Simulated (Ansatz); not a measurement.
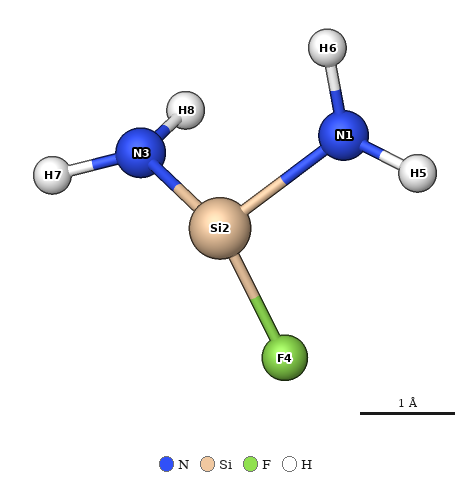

The input geometry of run 1 (ball-and-stick view, seen at a tilt; atoms are numbered from 1 in the order of the input). Bond lengths as drawn: F–Si 1.61 Å, H–N 1.01 Å and N–Si 1.70 to 1.71 Å.

**What a change does: single-point calculation on SiN₂H₄F**

System: SiN₂H₄F, multiplicity 2, SMILES N[Si](N)F.
Method of run 1: UKS SPW92/def2-TZVPP (Ansatz 0.2.0).

The geometry comes from this level: PBE0-D4/def2-TZVP. Text and figures count atoms from 1; the logs count them from 0 in places.

### Input file, run 1
```yaml
crystal:
  periodic: [false, false, false]
  atoms:
    - {symbol: N, position_ang: [-0.814887, 1.031548, -0.359921]}
    - {symbol: Si, position_ang: [0.517196, -0.020652, -0.581303]}
    - {symbol: N, position_ang: [0.780327, -0.793311, 0.910744]}
    - {symbol: F, position_ang: [0.045291, -0.971205, -1.794021]}
    - {symbol: H, position_ang: [-1.331659, 1.348943, -1.165022]}
    - {symbol: H, position_ang: [-0.763789, 1.744723, 0.350151]}
    - {symbol: H, position_ang: [1.648595, -1.254787, 1.120505]}
    - {symbol: H, position_ang: [0.011127, -1.142260, 1.463168]}
basis:
  gaussian: {orbitals: def2-TZVPP}
magnetization: {spin_polarized: true, initial_magnetization: 1}
hamiltonian: {xc: lda}
output: {orbitals: {seedname: orbitals}}
```

Hardware: 4 CPU threads, shared host.

### Output (run 1)
```
Functional definition: SPW92
  exchange = slater_x
  correlation = pw_c
990 factors; their error is unknown
mean field evaluation 1: about -13552.1770 eV, gradient 7.3e1 eV
mean field evaluation 2: about -13484.7932 eV, gradient 1.3e2 eV
mean field evaluation 4: about -13570.4353 eV, gradient 1.8e1 eV
mean field evaluation 8: about -13571.3345 eV, gradient 1.9e-1 eV
mean field evaluation 16: about -13571.3185 eV, gradient 1.9e-4 eV
mean field -13571.31850245 eV, -498.7367559950 hartree, gradient 2.4e-5 eV, S^2 0.751025; 0 other end points of the search recorded, 0 dependent functions left out
reference -13571.31853589 eV, -498.7367572238 hartree; 21, 20 occupied and 170, 171 virtual orbitals, 990 factors
Total energy: -13571.31853589 eV, -498.7367572238 hartree
```

The input of run 2 differs as follows (lines with − go, lines with + come):
```diff
-hamiltonian: {xc: lda}
+hamiltonian: {xc: {name: wB97X-V}}
```

Predict how the results change.

The total energies belong to different methods, so their difference says nothing on which is more stable or more accurate. The HOMO goes from −4.35 to −7.81 eV. The LUMO goes from −3.02 to 0.08 eV.

### Output (run 2)
```
Functional definition: wB97X-V
  parameter omega = 0.3/bohr
  parameter cx = 0.167
  parameter cx1 = 0.603
  parameter cx2 = 1.194
  parameter css0 = 0.556
  parameter css1 = -0.257
  parameter cos0 = 1.219
  parameter cos1 = -1.850
  parameter b = 6.0
  parameter c = 0.01
  exchange = spin_sum(e_x_unif_sr(omega)*poly(b97_u_x, 1 - cx, cx1, cx2)) + cx*exact_x_sr(omega) + exact_x_lr(omega)
  correlation = spin_sum(e_c_pw_same_spin*poly(b97_u_same, css0, css1))
      + integral(e_c_pw_opposite_spin*poly(b97_u_opposite, cos0, cos1)) + vv10(b, c)
993 factors; their error is unknown
223 factors; integrals over basis functions are off by at most 6.8e-6 eV
mean field evaluation 1: about -13633.3199 eV, gradient 4.8e1 eV
mean field evaluation 2: about -13634.3321 eV, gradient 4.6e1 eV
mean field evaluation 4: about -13641.5384 eV, gradient 1.3e0 eV
mean field evaluation 8: about -13641.5533 eV, gradient 5.1e-2 eV
mean field evaluation 16: about -13641.5690 eV, gradient 1.2e-4 eV
mean field -13641.56902522 eV, -501.3184150892 hartree, gradient 5.7e-5 eV, S^2 0.751816; 0 other end points of the search recorded, 0 dependent functions left out
reference -13641.56902416 eV, -501.3184150505 hartree; 21, 20 occupied and 170, 171 virtual orbitals, 993 factors
Total energy: -13641.56902416 eV, -501.3184150505 hartree
```

### The two runs side by side

| quantity | run 1 | run 2 |
| --- | --- | --- |
| outcome | converged | converged |
| total energy (hartree) | −498.736757 | −501.318415 |
| HOMO (eV) | −4.35 | −7.81 |
| LUMO (eV) | −3.02 | 0.08 |
| ⟨S²⟩ | 0.751 | 0.752 |
| basis functions | 191 | 191 |
| wall time (shared host) | 1 s | 4.9 s |
